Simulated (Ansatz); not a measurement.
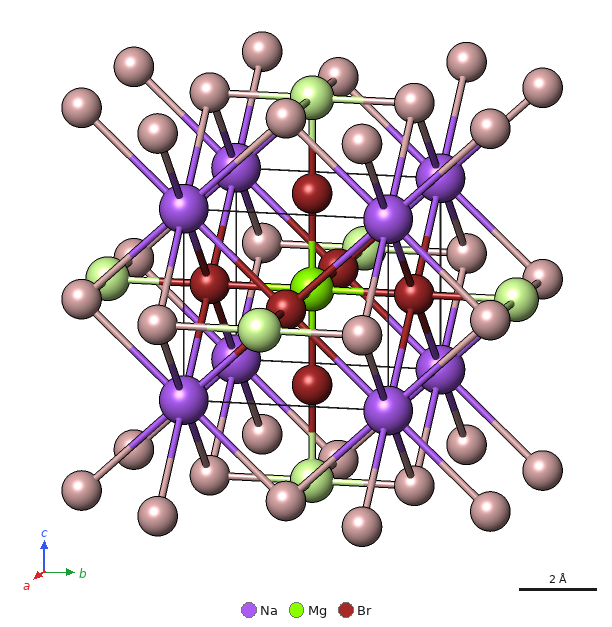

A ball-and-stick rendering, viewed slightly off an axis. The parallelepiped is the conventional unit cell. Bonded atoms from the next cells complete the picture, in fainter colours.

NaMgBr3, space group P4/mmm (No. 123), a = 5.532 Å, b = 5.532 Å, c = 5.122 Å, α = 90.00°, β = 90.00°, γ = 90.00°. It derives from a structure type filled with these elements by a generator (whether the compound takes this form wasn't checked). The cell was then strained or its atoms displaced on purpose. A calculation with Ansatz used it as input.

This one geometry was computed with Ansatz (DFT, plane waves, PAW) at three levels of theory: PBE, r2SCAN and HSE06. It was relaxed with r2SCAN and then strained.

How does the band gap change with the level of theory?

Answer. PBE: a gap of 2.59 eV, indirect; r2SCAN: a gap of 3.42 eV, indirect; HSE06: a gap of 3.77 eV, indirect.

Collect the results in a table.

Answer.
| level | cutoff (eV) | k-mesh of the run's cell | gap (eV) | pressure (GPa) |
| --- | --- | --- | --- | --- |
| PBE | 420 | 6×6×6 | 2.59 | -0.8 |
| r2SCAN | 500 | 6×6×6 | 3.42 | -1.5 |
| HSE06 | 420 | 4×4×4 | 3.77 | -1.3 |

Gaps are taken on the k-mesh or band path of each run.
